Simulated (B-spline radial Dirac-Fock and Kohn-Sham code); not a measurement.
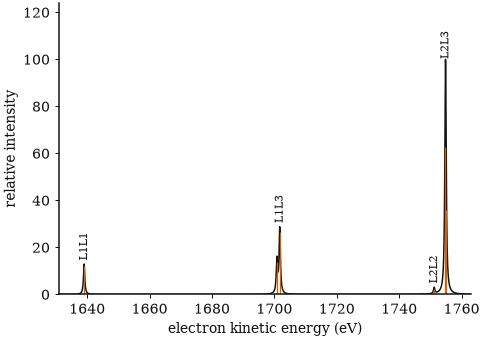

Auger groups that fill a K (1s) hole, broadened by 0.50 eV full width. Kinetic energies count from the vacuum level; very weak lines are left out. System: phosphorus in charge state +5 (P⁵⁺), configuration [Ne]. Method: independent-particle Coulomb rates on relativistic LDA orbitals, configuration-average energies from Dirac–Fock (computed with a B-spline radial atomic code).

How wide is the K level from this decay?

The non-radiative width is 0.437 eV.

Which group is strongest?

K-L2L3 at 1.755 keV, 41 % of the non-radiative width.
